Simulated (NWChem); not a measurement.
# B2PH5 (SMILES BPB) at 5 levels

Aim: a comparison of 5 runs (HF/STO-3G, HF/3-21G, PBE0/def2-TZVP, B3LYP/6-31G*) of B2PH5. 

The calculation is run with NWChem 7.3.0.

## 1. The structure to begin with

B2PH5 has 8 atoms, charge 0, and is taken as a singlet. SMILES: `BPB`. Geometry: relaxed at GFN2-xTB.

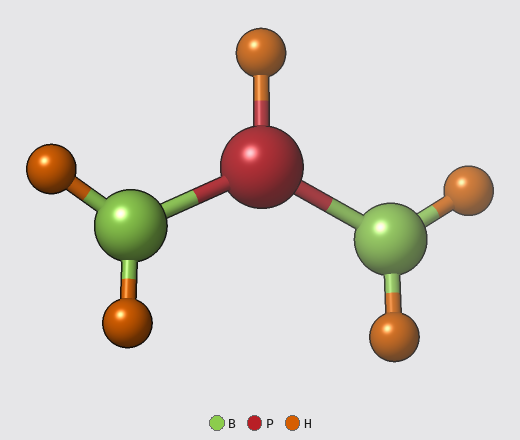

The structure, seen from a chosen angle (boron green, phosphorus red, hydrogen orange).

## 2. Energy and gradient at HF/STO-3G (run 1)

Contents of b2h5p.nw:

```
start b2h5p
title "B2H5P"
memory stack 880 mb heap 220 mb global 1100 mb

geometry units angstroms noautosym nocenter noautoz
B       -1.222880       0.755110      -0.773190
P       -0.053230       0.244130       0.489240
B        1.289880      -0.938350       0.346080
H       -2.093210       1.493130      -0.523530
H       -1.084030       0.331020      -1.855290
H       -0.275110       0.748970       1.749410
H        1.940270      -1.226150       1.273170
H        1.498310      -1.407840      -0.705890
end

basis spherical bse
B library STO-3G
P library STO-3G
H library STO-3G
end

scf
thresh 1e-08
maxiter 80
print medium
end

task scf gradient
```

On the command line:

```
$ nwchem b2h5p.nw > b2h5p.out
```

The log of the run:

```text
[...]
  functions       =    24
[...]
  wavefunction    = RHF
[...]
         Total SCF energy =   -388.543380184152
      One-electron energy =   -700.278338906971
      Two-electron energy =    229.920806284753
 Nuclear repulsion energy =     81.814152438066
        Time for solution =      0.6s
[...]
                         RHF ENERGY GRADIENTS
    atom               coordinates                        gradient
                 x          y          z           x          y          z
   1 B      -2.310908   1.426951  -1.461117   -0.005846   0.005471   0.000820
   2 P      -0.100590   0.461339   0.924530    0.000558  -0.002992  -0.005610
   3 B       2.437520  -1.773224   0.653996    0.005083  -0.001933   0.005708
   4 H      -3.955593   2.821607  -0.989328   -0.006069   0.004804   0.001742
   5 H      -2.048520   0.625537  -3.505990    0.003208  -0.004654  -0.007748
   6 H      -0.519883   1.415348   3.305906   -0.001045   0.003812   0.007994
   7 H       3.666579  -2.317088   2.405942    0.004394  -0.002228   0.006536
   8 H       2.831395  -2.660432  -1.333939   -0.000283  -0.002278  -0.009442
[...]
```

Wall time 1.4 s (1 thread of Intel Xeon 6975P-C (Granite Rapids), shared host); peak memory 0.097 GiB.

## 3. Energy and forces at HF/3-21G (run 2)

Contents of run.py:

```python
from ase import Atoms
from ase.calculators.nwchem import NWChem

molecule = Atoms(['B', 'P', 'B', 'H', 'H', 'H', 'H', 'H'], positions=[
    [-1.222880, 0.755110, -0.773190],
    [-0.053230, 0.244130, 0.489240],
    [1.289880, -0.938350, 0.346080],
    [-2.093210, 1.493130, -0.523530],
    [-1.084030, 0.331020, -1.855290],
    [-0.275110, 0.748970, 1.749410],
    [1.940270, -1.226150, 1.273170],
    [1.498310, -1.407840, -0.705890],
])

calc = NWChem(
    label='a',
    theory='scf',
    memory='2200 mb',
    basis='3-21G',
    basispar='spherical bse',
    scf={'nopen': '0', 'rhf': None, 'thresh': '1e-08', 'maxiter': '80'},
)
molecule.calc = calc

forces = molecule.get_forces()
e = molecule.get_potential_energy()
print(f"E = {e:.6f} eV")
print("forces (eV/A):")
for s, f in zip(molecule.symbols, forces):
    print(f"{s:2s} {f[0]:10.5f} {f[1]:10.5f} {f[2]:10.5f}")
print("dipole (e A):", molecule.get_dipole_moment().round(4))
```

On the command line:

```
$ export ASE_NWCHEM_COMMAND="nwchem PREFIX.nwi > PREFIX.nwo"
$ python run.py
```

The log of the run:

```text
E = -10638.149805 eV
forces (eV/A):
B    -0.49648    0.15031   -0.85520
P    -0.12074    0.37502    0.83257
B     0.69517   -0.65121   -0.32447
H    -0.29146    0.26493    0.12784
H    -0.00005   -0.11699   -0.36206
H    -0.08809    0.23150    0.55181
H     0.20224   -0.06947    0.34175
H     0.09940   -0.18414   -0.31223
dipole (e A): [-0.0198  0.0231  0.0793]
```

The calculator wrote a.nwi:

```
title "a"

permanent_dir a

scratch_dir a

start a

geometry units angstrom nocenter noautosym noautoz
  B  -1.2228800000000000e+00 7.5510999999999995e-01 -7.7319000000000004e-01
  P  -5.3230000000000000e-02 2.4413000000000001e-01 4.8924000000000001e-01
  B  1.2898799999999999e+00 -9.3835000000000002e-01 3.4608000000000000e-01
  H  -2.0932100000000000e+00 1.4931300000000001e+00 -5.2353000000000005e-01
  H  -1.0840300000000000e+00 3.3101999999999998e-01 -1.8552900000000001e+00
  H  -2.7511000000000002e-01 7.4897000000000002e-01 1.7494099999999999e+00
  H  1.9402699999999999e+00 -1.2261500000000001e+00 1.2731699999999999e+00
  H  1.4983100000000000e+00 -1.4078400000000000e+00 -7.0589000000000002e-01
end

memory 2200 mb

basis spherical bse noprint
   * library 3-21G
end

scf
  nopen 0
  rhf
  thresh 1e-08
  maxiter 80
end

task scf gradient
```

a.nwo:

```text
Northwest Computational Chemistry Package (NWChem) 7.3.0
             --------------------------------------------------------

           Job information
           ---------------

    nwchem branch   = 7.3.0
    use scalapack   = T
    input           = a.nwi
    prefix          = a.
    data base       = a/a.db
    status          = startup
    nproc           =        1

           Memory information
           ------------------

[... 5 lines left out ...]
    hardfail = no
[... 132 lines left out ...]
         Quadratically convergent ROHF
[... 14 lines left out ...]
       Final RHF  results
[... 4 lines left out ...]
      Two-electron energy =    227.531961204458
[... 34 lines left out ...]
                       ROHF Final Molecular Orbital Analysis
[... 206 lines left out ...]
                 ----------------------------------------
                 |  Time  |  1-e(secs)   |  2-e(secs)   |
                 ----------------------------------------
                 |  CPU   |       0.00   |       0.14   |
                 ----------------------------------------
                 |  WALL  |       0.00   |       0.14   |
                 ----------------------------------------

 Task  times  cpu:        0.9s     wall:        0.9s
 Total times  cpu:        0.9s     wall:        0.9s
```

It took 1.9 s on 1 thread of Intel Xeon 6975P-C (Granite Rapids), shared host; peak memory 0.094 GiB.

Runs 3 to 4 aren't shown in full; the table further down has their settings and results.

## 4. Energy and forces at B3LYP/6-31G(d) (Cartesian functions) (run 5)

Contents of test.nw:

```
echo
start test
title "B2H5P"
memory stack 880 mb heap 220 mb global 1100 mb
geometry noautosym nocenter noautoz
  B       -1.222880       0.755110      -0.773190
  P       -0.053230       0.244130       0.489240
  B        1.289880      -0.938350       0.346080
  H       -2.093210       1.493130      -0.523530
  H       -1.084030       0.331020      -1.855290
  H       -0.275110       0.748970       1.749410
  H        1.940270      -1.226150       1.273170
  H        1.498310      -1.407840      -0.705890
end
basis cartesian
  * library 6-31G*
end
dft
  xc b3lyp
  grid xfine
  convergence energy 1e-08
  maxiter 100
  mulliken
  noprint "final vectors analysis"
end
task dft gradient
```

On the command line:

```
$ nwchem test.nw > test.out
```

The log of the run:

```text
[...]
          Wavefunction type:  closed shell.
          No. of atoms     :     8
          No. of electrons :    30
[...]
          Charge           :     0
          Spin multiplicity:     1
[...]
          AO basis - number of functions:    59
[...]
              XC Information
              --------------
                         B3LYP Method XC Potential
                     Hartree-Fock (Exact) Exchange  0.200
                        Slater Exchange Functional  0.800 local
                    Becke 1988 Exchange Functional  0.720 non-local
              Lee-Yang-Parr Correlation Functional  0.810
                  VWN I RPA Correlation Functional  0.190 local
[...]
 d= 0,ls=0.0,diis     1   -393.9977122252 -4.76D+02  9.47D-03  2.91D-01     1.8
[...]
 d= 0,ls=0.0,diis     8   -394.0334078257 -4.72D-11  2.13D-06  1.26D-08    12.7
         Total DFT energy =     -394.033407825699
      One electron energy =     -703.111098924434
           Coulomb energy =      260.540249746638
    Exchange-Corr. energy =      -33.276711085969
 Nuclear repulsion energy =       81.814152438066
[...]
      Total Density - Mulliken Population Analysis
     ---------------------------------------------
    Atom       Charge   Shell Charges
 -----------   ------   -------------------------------------------------------
    1 B    5     4.98   1.99  0.58  1.47  0.43  0.45  0.06
    2 P   15    15.08   2.00  1.99  5.97  1.20  2.60  0.33  0.95  0.05
    3 B    5     4.98   1.99  0.58  1.47  0.43  0.45  0.06
    4 H    1     1.00   0.52  0.48
    5 H    1     1.00   0.52  0.48
    6 H    1     0.96   0.52  0.44
    7 H    1     1.00   0.52  0.48
    8 H    1     1.00   0.52  0.48
[...]
  wavefunction    = closed shell
[...]
```

Run time: 16 s. Hardware: 1 thread of Intel Xeon 6975P-C (Granite Rapids), shared host; peak memory 0.14 GiB.

## 5. All runs side by side

```
run                               level  iteration cap  module  energy (Eh)  dipole moment (D)  HOMO energy (eV)  LUMO energy (eV)  wall time
  1                           HF/STO-3G             80     scf  -388.543380               0.81             -7.02              5.78      1.4 s
  2                            HF/3-21G             80     scf  -390.944798               0.41             -9.67              1.38      1.9 s
  3                      PBE0/def2-TZVP            100     dft  -393.838099                  –                 –                 –       34 s
  4  B3LYP/6-31G* (spherical functions)            100     dft  -394.029885               0.69             -7.25             -2.28       16 s
  5  B3LYP/6-31G* (Cartesian functions)            100     dft  -394.033408               0.69                 –                 –       16 s
```

## 6. What came out

| quantity | value |
| --- | --- |
| run 5: total energy | -394.03341 Eh |
| run 5: dipole moment | 0.69 D |
| run 5: largest force on an atom | 0.763 eV/Å |

Over runs 1, 2, 4, 5 the dipole moment (its size) runs from 0.41 D (HF/3-21G) to 0.81 D (HF/STO-3G). Over runs 1, 2, 4 the HOMO–LUMO gap runs from 4.97 eV (B3LYP/6-31G*) to 12.80 eV (HF/STO-3G). The two ends differ in method and basis. Totals of different functionals can't be ranked against each other. In run 1 the basis is minimal, so the values are rough. All runs together took 70 s, the longest 34 s.
